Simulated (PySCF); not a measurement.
# CH2FO (SMILES [O]CF): UB3LYP/STO-3G

What is the vertical doublet–quartet gap of CH2FO at UB3LYP/STO-3G? The job is set up through a Python script.

Program for the calculation: PySCF 2.14.0.

7 further runs of the same task are left out: 2 that didn't finish, 5 set aside as unsound or not needed.

### 1 The system as given

CH2FO has 5 atoms, charge 0, and is taken as a doublet. SMILES: `[O]CF`. The coordinates come from a PBE0-D4/def2-TZVP relaxation.

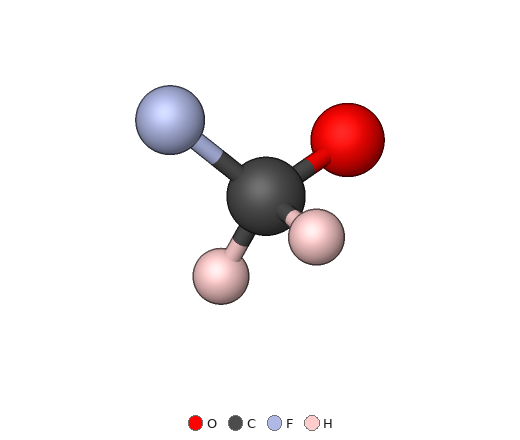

The structure, seen from a chosen angle (oxygen red, carbon dark grey, fluorine light blue, hydrogen pink).

### 2 The energy at UB3LYP/STO-3G

The input, calc.py:

```python
from pyscf import gto, dft

mol = gto.Mole()
mol.atom = '''
O       -1.122700       0.202700       0.610000
C       -0.009600      -0.012300      -0.033000
F        1.105500      -0.174700       0.757200
H       -0.112900      -0.924800      -0.655200
H        0.189500       0.835500      -0.720300
'''
mol.verbose = 3
mol.basis = 'sto-3g'
mol.charge = 0
mol.max_memory = 1860
mol.spin = 1
mol.build()

ks = dft.UKS(mol)
ks.xc = 'b3lyp'
ks.conv_tol = 1e-10
ks.grids.level = 5
ks.kernel()
if not ks.converged:
    ks = ks.newton().run(ks.mo_coeff, ks.mo_occ)

e_final = ks.e_tot
print('Final energy', e_final)
```

Command:

```bash
OMP_NUM_THREADS=1 python calc.py
```

Output:

```text
converged SCF energy = -211.296039378544  <S^2> = 0.75241897  2S+1 = 2.0024175
Final energy -211.2960393785441
```

Run time: 4.8 s. Hardware: 1 thread of Arm Neoverse V1, shared host; peak memory 0.2 GiB.

### 3 The quartet, same level

The input, run.py:

```python
from pyscf import gto, dft

molecule = gto.M(
    atom=[
    ('O', (-1.122700, 0.202700, 0.610000)),
    ('C', (-0.009600, -0.012300, -0.033000)),
    ('F', (1.105500, -0.174700, 0.757200)),
    ('H', (-0.112900, -0.924800, -0.655200)),
    ('H', (0.189500, 0.835500, -0.720300)),
],
    max_memory=1860,
    verbose=4,
    basis='sto-3g',
    spin=3,
)

ks = dft.UKS(molecule)
ks.xc = 'b3lyp'
ks.conv_tol = 1e-10
ks.grids.level = 5
ks.kernel()
if not ks.converged:
    ks = ks.newton().run(ks.mo_coeff, ks.mo_occ)

energy = ks.e_tot
print('Final energy', energy)
```

Command:

```bash
OMP_NUM_THREADS=1 python run.py
```

Output:

```text
PySCF version 2.14.0

[INPUT] num. atoms = 5
[INPUT] num. electrons = 25
[INPUT] charge = 0
[INPUT] spin (= nelec alpha-beta = 2S) = 3
[INPUT] symmetry False subgroup None
[INPUT] Mole.unit = angstrom
[INPUT] Symbol           X                Y                Z      unit          X                Y                Z       unit  Magmom
[INPUT]  1 O     -1.122700000000   0.202700000000   0.610000000000 AA   -2.121595520049   0.383047485449   1.152732935985 Bohr   0.0
[INPUT]  2 C     -0.009600000000  -0.012300000000  -0.033000000000 AA   -0.018141370796  -0.023243631332  -0.062360962111 Bohr   0.0
[INPUT]  3 F      1.105500000000  -0.174700000000   0.757200000000 AA    2.089092230707  -0.330135153962   1.430900621521 Bohr   0.0
[INPUT]  4 H     -0.112900000000  -0.924800000000  -0.655200000000 AA   -0.213350079463  -1.747618719998  -1.238148556815 Bohr   0.0
[INPUT]  5 H      0.189500000000   0.835500000000  -0.720300000000 AA    0.358103100605   1.578866177074  -1.361169727524 Bohr   0.0

nuclear repulsion = 72.1247323509988
number of shells = 11
number of NR pGTOs = 51
number of NR cGTOs = 17
basis = sto-3g
ecp = {}

[... 34 lines left out ...]
[... the frontier-level lines of each cycle are left out ...]
[... 5 lines left out ...]
[... 5 lines left out ...]
[... 5 lines left out ...]
[... 5 lines left out ...]
[... 5 lines left out ...]
[... 5 lines left out ...]
[... 5 lines left out ...]
[... 5 lines left out ...]

cycle= 9 E= -210.884018194544  delta_E= -3.25e-06  |g|= 0.000199  |ddm|= 0.00497


cycle= 10 E= -210.884018191916  delta_E= 2.63e-09  |g|= 0.000554  |ddm|= 0.00227


cycle= 11 E= -210.884018423734  delta_E= -2.32e-07  |g|= 0.000232  |ddm|= 0.000831


cycle= 12 E= -210.884018483061  delta_E= -5.93e-08  |g|= 6.45e-06  |ddm|= 0.0011


cycle= 13 E= -210.884018483158  delta_E= -9.62e-11  |g|= 1.01e-06  |ddm|= 4.91e-05


Extra cycle  E= -210.884018483157  delta_E= 4.55e-13  |g|= 2.86e-06  |ddm|= 1.26e-05
converged SCF energy = -210.884018483157  <S^2> = 3.7509833  2S+1 = 4.0004916
Final energy -210.88401848315715
```

It took 5.7 s on 1 thread of Arm Neoverse V1, shared host; peak memory 0.2 GiB.

### 4 Summary of results

At UB3LYP/STO-3G:

| quantity | value |
| --- | --- |
| doublet: total energy | -211.29604 Eh |
| doublet: dipole moment | 1.25 D |
| doublet: HOMO energy (highest over α and β) | -4.59 eV |
| doublet: LUMO energy (lowest over α and β) | -0.37 eV |
| doublet: ⟨S²⟩ | 0.752 |
| quartet: total energy | -210.88402 Eh |
| quartet: dipole moment | 0.67 D |
| quartet: ⟨S²⟩ | 3.751 |
| vertical energy of the quartet above the doublet | 11.212 eV |

In words: At this shape the quartet lies 11.21 eV (259 kcal/mol) above the doublet. In a minimal basis such a difference can be off by several eV, whatever the method.
